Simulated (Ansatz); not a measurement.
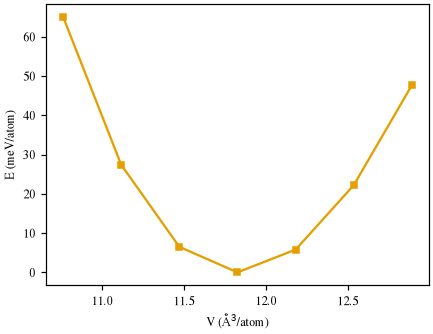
Fig. 1. AlV2C in space group P6_3/mmc (No. 194; Al on 2d, V on 4f, C on 2a) under volume change, plane-wave PAW r²SCAN (Ansatz code), shape and atoms relaxed at each volume.

What does a third-order Birch–Murnaghan fit give for V₀, B₀ and B′?

V₀ = 11.83 Å³/atom, B₀ = 184 GPa, B′ = 4.2.

Symmetry was held in the r²SCAN relaxation. The workflow began spin-polarised and lost its moments.

Potentials: the later of the program's two PAW sets.
